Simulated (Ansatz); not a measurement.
**CH₃FOSeSi: one species, many methods**

Aim: compute CH₃FOSeSi with functionals from several rungs and with coupled cluster, and see how far each lands from CCSD(T) at the basis-set limit for the atomisation energy.

Method: functionals in def2-TZVPP, the program's frozen cores in correlated methods; program: Ansatz 0.2.0, Gaussian basis.

The runs, in order: PBE-D4, r2SCAN-D4, PBE0-D4, B3LYP-D4, ωB97X-V, ωB97M-V, B2PLYP; CCSD(T)/def2-TZVPP; MP2/def2-QZVPP; extrapolation to the limit.

### Step 1. Structure used throughout

The geometry comes from an earlier relaxation with PBE0-D4 in a triple-zeta def2 set; it is a stationary point, not always the lowest conformer.

SMILES `OC1(F)[SiH2][Se]1`, 8 atoms, charge 0, spin multiplicity 1.

Atoms are counted from 1 here; the program's logs count them from 0.

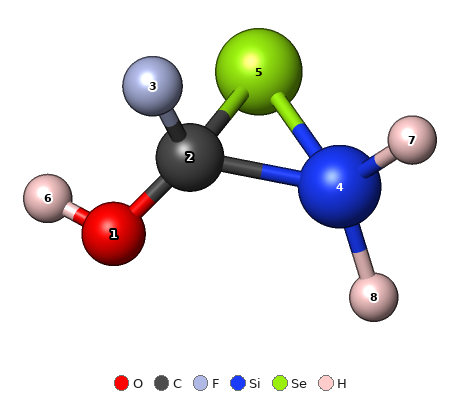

The structure; oxygen red, carbon dark grey, fluorine light blue, silicon blue, selenium green, hydrogen pink; atoms are numbered from 1 in the order of the file.

### Step 2. PBE-D4 (GGA)

File in.yaml:

```yaml
crystal:
  periodic: [false, false, false]
  atoms:
    - {symbol: O, position_ang: [-1.309468, -0.071285, 1.019412]}
    - {symbol: C, position_ang: [-0.227182, 0.404685, 0.374755]}
    - {symbol: F, position_ang: [0.286192, 1.492380, 1.008878]}
    - {symbol: Si, position_ang: [0.881567, -0.701989, -0.621187]}
    - {symbol: Se, position_ang: [-0.430413, 0.785479, -1.651687]}
    - {symbol: H, position_ang: [-1.989571, 0.613197, 1.067639]}
    - {symbol: H, position_ang: [2.335736, -0.438580, -0.556776]}
    - {symbol: H, position_ang: [0.545238, -2.140987, -0.696832]}
basis:
  gaussian: {orbitals: def2-TZVPP}
hamiltonian: {xc: pbe, dispersion: d4}
output: {forces: true, orbitals: {seedname: orbitals}}
```

The run is started by

```bash
$ ansatz run in.yaml --threads 4 --pin off --events-out ev --progress --plain --max-ram 10444MiB
```

After this run come: r2SCAN-D4 (meta-GGA); PBE0-D4 (hybrid); B3LYP-D4 (hybrid); ωB97X-V (range-separated); ωB97M-V (range-separated); B2PLYP (double hybrid); CCSD(T) in def2-TZVPP; MP2 in def2-QZVPP.

Q: Predict the results of all the runs planned. Wanted: atomisation energy, CCSD(T)/CBS; farthest; mean size of error, hybrid; mean size of error, range-separated; gap, smallest and largest; T1 diagnostic; triples share of the correlation energy.

The runs gave:

| quantity | value |
| --- | --- |
| atomisation energy, CCSD(T)/CBS | 2727.8 kJ/mol |
| functionals within 27.3 kJ/mol (1.0 %) | r2SCAN-D4, PBE0-D4, B3LYP-D4, ωB97X-V, ωB97M-V |
| farthest | PBE-D4 (+95.8 kJ/mol) |
| mean size of error, hybrid | 13.9 kJ/mol |
| mean size of error, range-separated | 6.6 kJ/mol |
| gap, smallest and largest | 4.10 eV (PBE-D4), 10.35 eV (ωB97X-V) |
| T1 diagnostic | 0.0125 |
| triples share of the correlation energy | 3.9 % |

PBE-D4 misses by +95.8 kJ/mol. Double hybrids carry the basis error of their MP2 part in triple zeta, and no dispersion term here, so their miss is partly the set-up's. The reference freezes the cores and leaves out relativity and excitations past (T), and its outer-core shells are covered unevenly, so misses under about 27.3 kJ/mol can't be ranked. All levels share the lack of spin-orbit coupling, which lowers the free heavy atoms and so the true binding. Hartree-Fock recovers 65 % of the binding; the rest is correlation. The gap grows from 4.1 to 10.4 eV across the functionals, mostly with the share of exact exchange. Correlated methods include outer-core shells of Se, which these sets cover unevenly.
